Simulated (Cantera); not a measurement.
Input: 1 mol FeS2, a varied amount of O2, at 1625 K and 3230 Torr.

These are equilibrium values from Cantera (NASA tables, ideal gas, pure condensed phases), not measurements of a reactor. Candidate condensed phases: Fe, FeO, FeS, FeSO4, FeS2, Fe2O3, Fe2(SO4)3, Fe3O4, S; 12 gas species. Metal and sulfide melt together well below either melting point, which pure phases cannot show. Mutual solubility and eutectic melting of coexisting phases are not modelled. The tables' stoichiometric FeO is somewhat more stable than real wüstite, so its field is too wide. FeO, FeS: taken at fixed stoichiometry. Kinetics and transport are ignored.

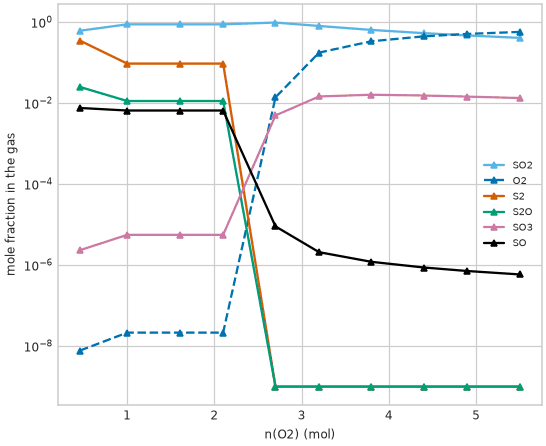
Fig. 1. Equilibrium gas composition (values under 1e-9 drawn at 1e-9)

### Question
Read off the mole fractions at 4.4 mol O2.

### Answer
SO2 about 0.54, O2 about 0.45, SO3 about 0.015, SO about 8.7e-7.
